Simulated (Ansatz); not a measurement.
**AlH3 (SMILES [H][Al]([H])[H]) at FCI/6-31G(d) (spherical functions)**

What is the vertical singlet–triplet gap of AlH3 at FCI/6-31G* (spherical functions)? 

The results are computed with Ansatz 0.2.0.

61 further runs of the same task are left out: 2 that didn't finish, 59 set aside as unsound or not needed.

## 1. The system as given

The species is AlH3 (4 atoms), meant as a singlet with charge 0. As SMILES, `[H][Al]([H])[H]`. The shape comes from GFN2-xTB, which is rough for such elements, and wasn't checked as a minimum.

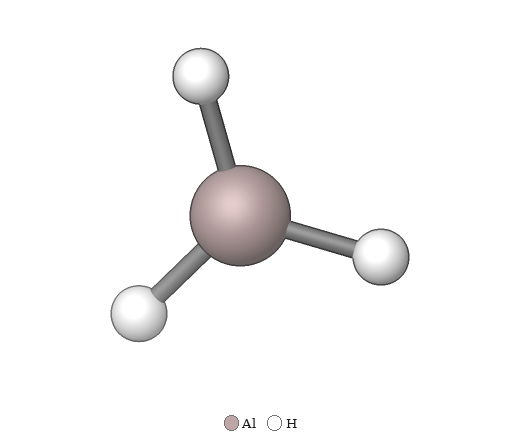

The structure, seen from a chosen angle (aluminium light grey, hydrogen white).

## 2. The energy at FCI/6-31G(d) (spherical functions)

Contents of job.yaml:

```yaml
crystal:
  periodic: [false, false, false]
  atoms:
    - {symbol: Al, position_ang: [-0.000010, -0.000020, 0.000020]}
    - {symbol: H, position_ang: [1.552650, -0.030520, 0.014610]}
    - {symbol: H, position_ang: [-0.749810, 1.359840, -0.019120]}
    - {symbol: H, position_ang: [-0.802830, -1.329300, 0.004480]}
basis:
  gaussian: {orbitals: 6-31G_st_-spherical.json}
accuracy: high
total_charge: 0
correlation: {method: fci, frozen_orbitals: {Al: 5, H: 0}}
```

The basis set 6-31G* is read from a file made from the Basis Set Exchange's data (not shown).

Started as:

```
ansatz run job.yaml --threads 1 --pin off --max-ram 2610MiB --events-out events.jsonl --progress --plain --runs-dir runs
```

The log of the run:

```text
Warning: RAYON_NUM_THREADS=1 ignored (pool sized by the plan → 1); use --threads N
Functional definition: HF
  name "HF"
  exchange = exact_x
  correlation = 0
453 factors; integrals over basis functions are off by at most 3.6e-9 eV
mean field evaluation 1: about -6628.7510 eV, gradient 7.7e0 eV
mean field evaluation 2: about -6628.7562 eV, gradient 7.7e0 eV
mean field evaluation 4: about -6629.0923 eV, gradient 1.7e-1 eV
mean field evaluation 8: about -6629.0924 eV, gradient 6.1e-6 eV
mean field -6629.09237850 eV, -243.6146515496 hartree, gradient 1.0e-8 eV, S^2 0.000000; 0 other end points of the search recorded, 0 dependent functions left out
5 core orbitals not correlated: weight in the atoms' cores, before any rotation towards them, 1.000 or more for the frozen orbitals, at most 0.000 for the correlated occupied ones
reference -6629.09237850 eV, -243.6146515496 hartree; 3, 3 occupied and 16, 16 virtual orbitals, 453 factors
state -6631.06212761 eV, -243.6870384943 hartree
Total energy: -6631.06212761 eV, -243.6870384943 hartree
```

Wall time 2 s (1 thread of Arm Neoverse V2, shared host); peak memory 0.14 GiB.

## 3. The triplet at the same level

Edit job.yaml of step 2 so:

```diff
@@ -8,5 +8,10 @@
 basis:
-  gaussian: {orbitals: 6-31G_st_-spherical.json}
+  gaussian:
+    orbitals: 6-31G_st_-spherical.json
 accuracy: high
-total_charge: 0
-correlation: {method: fci, frozen_orbitals: {Al: 5, H: 0}}
+correlation:
+  method: fci
+  frozen_orbitals: {Al: 5, H: 0}
+magnetization:
+  spin_polarized: true
+  initial_magnetization: 2
```

The basis set 6-31G* is read from a file made from the Basis Set Exchange's data (not shown).

Started as:

```
ansatz run job.yaml --threads 1 --pin off --max-ram 2610MiB --events-out events.jsonl --progress --plain --runs-dir runs
```

The log of the run, cut to the lines that bear on the results:

```text
Warning: RAYON_NUM_THREADS=1 ignored (pool sized by the plan → 1); use --threads N
[... 2 set-up lines as earlier in the session ...]
[...]
453 factors; integrals over basis functions are off by at most 3.6e-9 eV
[...]
mean field -6623.79699351 eV, -243.4200497407 hartree, gradient 2.1e-8 eV, S^2 2.004990; 5 other end points of the search recorded, 0 dependent functions left out
determinant -6623.79699351 eV, -243.4200497407 hartree, with singles and doubles -6625.84907485 eV, -243.4954623388 hartree
determinant -6623.79697389 eV, -243.4200490194 hartree, with singles and doubles -6625.84908628 eV, -243.4954627588 hartree
determinant -6623.79699351 eV, -243.4200497407 hartree, with singles and doubles -6625.85068026 eV, -243.4955213368 hartree
determinant -6623.79697389 eV, -243.4200490194 hartree, with singles and doubles -6625.85069209 eV, -243.4955217713 hartree
5 core orbitals not correlated: weight in the atoms' cores, before any rotation towards them, 1.000 or more for the frozen orbitals, at most 0.000 for the correlated occupied ones
reference -6623.75005979 eV, -243.4183249582 hartree; 4, 2 occupied and 15, 17 virtual orbitals, 453 factors
state -6625.93371225 eV, -243.4985727061 hartree
5 core orbitals not correlated: weight in the atoms' cores, before any rotation towards them, 1.000 or more for the frozen orbitals, at most 0.000 for the correlated occupied ones
state -6625.93372657 eV, -243.4985732322 hartree
Total energy: -6625.93372657 eV, -243.4985732322 hartree
```

Run time: 8.4 s. Hardware: 1 thread of Arm Neoverse V2, shared host; peak memory 0.17 GiB.

## 4. Outcome

At FCI/6-31G* (spherical functions), 5 core orbitals frozen:

| quantity | value |
| --- | --- |
| singlet: total energy | -243.68704 Eh |
| singlet: correlation energy (5 core orbitals frozen) | -72.4 mEh |
| triplet: total energy | -243.49857 Eh |
| triplet: correlation energy (5 core orbitals frozen) | -80.2 mEh |
| vertical energy of the triplet above the singlet | 5.128 eV |

What this shows: At this shape the triplet lies 5.13 eV (118 kcal/mol) above the singlet.
